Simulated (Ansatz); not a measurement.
The calculation's input:

```
crystal:
  periodic: [false, false, false]
  atoms:
    - { symbol: C, position_ang: [-1.6633, 1.0337, 1.4627] }
    - { symbol: O, position_ang: [-0.7233, 0.151, 1.0663] }
    - { symbol: C, position_ang: [-0.6962, 0.0927, -0.3538] }
    - { symbol: Ge, position_ang: [0.793, -1.1636, -0.8588] }
    - { symbol: P, position_ang: [2.7347, -0.4723, -0.0601] }
    - { symbol: H, position_ang: [-2.7171, 0.7804, 1.0896] }
    - { symbol: H, position_ang: [-1.4437, 2.1046, 1.0913] }
    - { symbol: H, position_ang: [-1.7109, 1.1339, 2.5522] }
    - { symbol: H, position_ang: [-1.6235, -0.2511, -0.7219] }
    - { symbol: H, position_ang: [-0.3939, 1.0809, -0.7527] }
    - { symbol: H, position_ang: [0.778, -1.2588, -2.3801] }
    - { symbol: H, position_ang: [0.4055, -2.5627, -0.2542] }
    - { symbol: H, position_ang: [2.7768, 0.6683, -0.9943] }
    - { symbol: H, position_ang: [3.4709, -1.3663, -0.8575] }
basis:
  gaussian: { orbitals: def2-SVP }
hamiltonian:
  xc: hf
relax:
  f_tol: 0.015
  max_steps: 40
output:
  orbitals: {}
```

Run with:

```sh
ansatz run input.yaml --threads 2 --pin off --max-ram 3072MiB --backend cpu --events-out ev --progress --plain --runs-dir out
```

The fields are those of the relaxed geometry.

The calculation used RHF/def2-SVP in Ansatz.

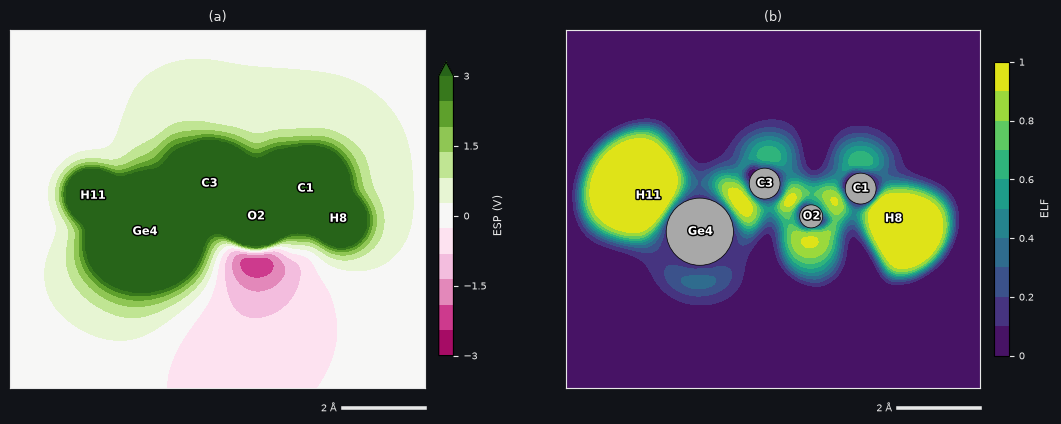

C2H9GeOP (SMILES CO[CH2][GeH2][PH2]). (a) molecular electrostatic potential; (b) ELF on the plane of atoms O2, C1 and H8. Grey discs cover the atomic cores in the ELF map.

**What do the fields say about this system?**

- The plane passes through C, O, Ge and H nuclei.
- C–O (1.39 Å): the ELF peaks at about 0.90 between the atoms: a shared but strongly polarised pair.
- C–Ge (1.97 Å): the ELF peaks at about 0.95 in the valence shell of C, 0.7 Å from its nucleus, and is about 0.80 at the midpoint.
- C–H (1.09 Å): the ELF climbs to about 1 towards the hydrogen, as it does in any bond to H: a covalent bond by its length.
- Ge–H (1.54 Å): the ELF climbs to about 1 towards the hydrogen.
- The ELF also peaks beside O2, away from the bonds: lone-pair regions.
- Outside the dense part of the molecule the potential is most negative (−2.4 V) near O2.
